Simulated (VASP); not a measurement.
Band structure of HfCu3 (space group Fm-3m). Calculation: PBEsol GGA, VASP's PBE PAW potentials (set 64) (plane waves; VASP).

Unless said otherwise, spin-orbit coupling is left out, though it shifts the bands of the heavy elements here.

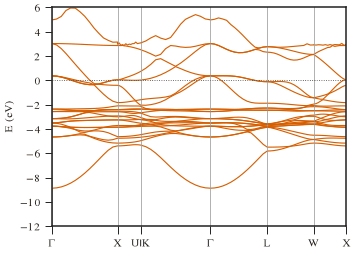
Bands along high-symmetry lines, zero at the valence-band maximum or, without a gap, the Fermi level

### Question
Read the plot: is there a gap, and where are the band edges?

### Answer
It has no gap at this level: it comes out as a metal or semimetal. (Edges off the drawn lines would not show.)

The structure comes from a computed database's HfCu3 entry (Fm-3m); how it stands against other phases isn't given here. It was relaxed first. The electron count is odd and the run is not spin-polarised, which forces a metal.
